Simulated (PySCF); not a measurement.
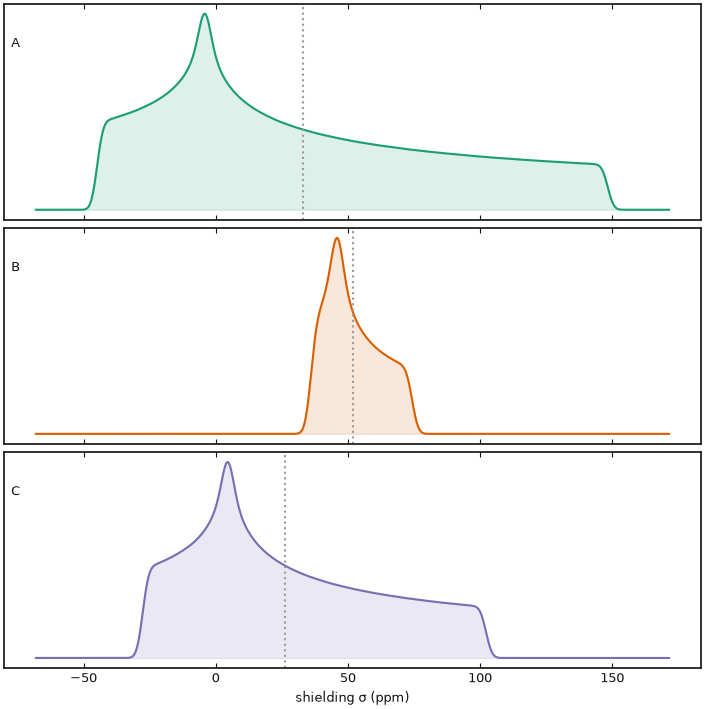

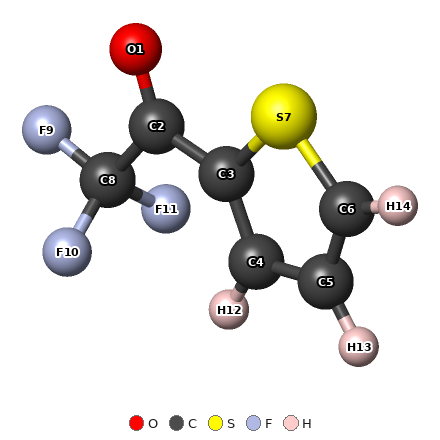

Static powder patterns (¹³C) from GIAO shielding tensors of C₆H₃F₃OS, SMILES O=C(c1cccs1)C(F)(F)F, B3LYP/pcSseg-2 in PySCF 2.14.0, at a PBE0-D3(BJ)/def2-SVP geometry (no frequency check); absolute shielding, one fixed geometry of the isolated molecule without any motion, no dipolar terms. The dotted line is the isotropic value; skew is 3(σiso − σ22)/span.

> The panels belong to C3, C4 and C8. Which is which?

panel A: C4, σ11, σ22, σ33 = −45, −4, 148 ppm, isotropic 33, span 193 ppm, skew 0.58; panel B: C8, σ11, σ22, σ33 = 36, 46, 74 ppm, isotropic 52, span 38 ppm, skew 0.48; panel C: C3, σ11, σ22, σ33 = −28, 5, 102 ppm, isotropic 26, span 130 ppm, skew 0.50.

Caveats: one conformer of a flexible molecule.
